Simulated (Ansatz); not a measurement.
The crystal is MoSi2N4/MoSi2N4 (MoSi2N4 type bilayer).

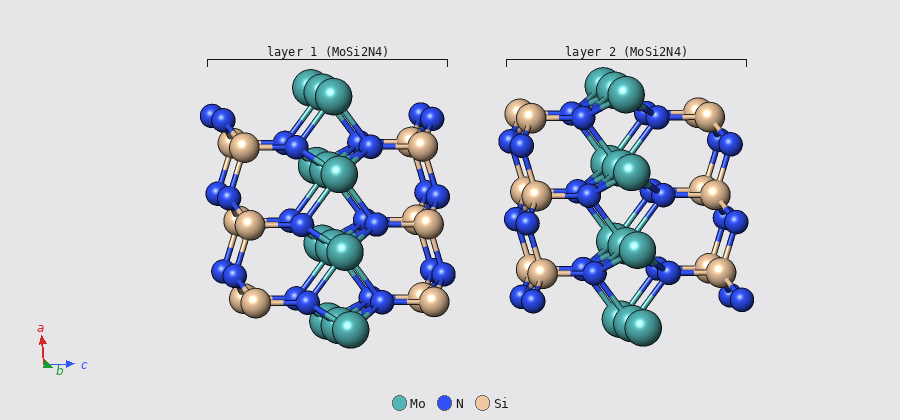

The structure (molybdenum teal, nitrogen blue, silicon light orange). Bonds to atoms that aren't drawn are left out. 3×2×1 cells are drawn. Some periodic images of atoms are drawn too.

The cell holds 14 atoms: 2 Mo, 8 N and 4 Si. Its edges and angles: a = 2.894 Å, b = 2.894 Å, c = 56.700 Å, α = 90.0°, β = 90.0°, γ = 120.0°. Regions: layer 1 (MoSi2N4), 7 atoms (1 Mo, 4 N and 2 Si); layer 2 (MoSi2N4), 7 atoms (1 Mo, 4 N and 2 Si). Vacuum lies along c.

```xyz
14
Lattice="2.8945 0.0000 0.0000 -1.4472 2.5067 0.0000 0.0000 0.0000 56.7000" Properties=species:S:1:pos:R:3
Mo    0.0000    0.0000   23.4621
N     0.0000    1.6711   24.7044
N     0.0000    1.6711   22.2191
Si    0.0000    1.6711   26.4434
Si    0.0000    1.6711   20.4791
N     1.4472    0.8356   26.9460
N     1.4472    0.8356   19.9687
Mo    0.0000    0.0000   33.2379
N     1.4472    0.8356   34.4809
N     1.4472    0.8356   31.9956
Si    1.4472    0.8356   36.2209
Si    1.4472    0.8356   30.2566
N     0.0000    1.6711   36.7313
N     0.0000    1.6711   29.7540
```

The structure was relaxed with PBE-D3(BJ). At the settings of the band run the largest force is still 0.13 eV/Å. The runs that relaxed it are not among those shown.

Gaps computed with Ansatz 0.2.0 without a self-energy: PBE 1.70 eV and PBE+SOC 1.70 eV.

What gap should G0W0 on PBE give (6×6×1 mesh, 381 empty bands, screening to 55 eV, PAW set soft_1 files)?

About 2.46 eV: on its mesh the run moves the gap from 1.70 eV by +0.76 eV. Bands and cutoff are finite, so the gap is not at the basis limit. The miss can reach some tenths of an eV and take either sign; the mesh is an error of its own. The mesh in the plane is coarse for a sheet; gap and any exciton binding can still move on denser ones. The many-body steps are scalar-relativistic: spin-orbit coupling is not in them.

[Paths, hosts, dates, memory and timing lines, banners, echoed tables and standing remarks are left out of the program output.]

[Logs are printed without paths, hosts, clocks, repeated set-up lines and the standing remarks that a program may print on its own settings, such as how far it seeks lower states.]

[Runs of the session that timed out or met a known fault of the program may be left out.]

[Cells called generated may have been cut or substituted from an entry of the Crystallography Open Database or the Materials Project.]

[Hosts, paths, dates, database ids (printed as entryN), source tags and the programs' standing remarks are cut or masked in the printed files.]
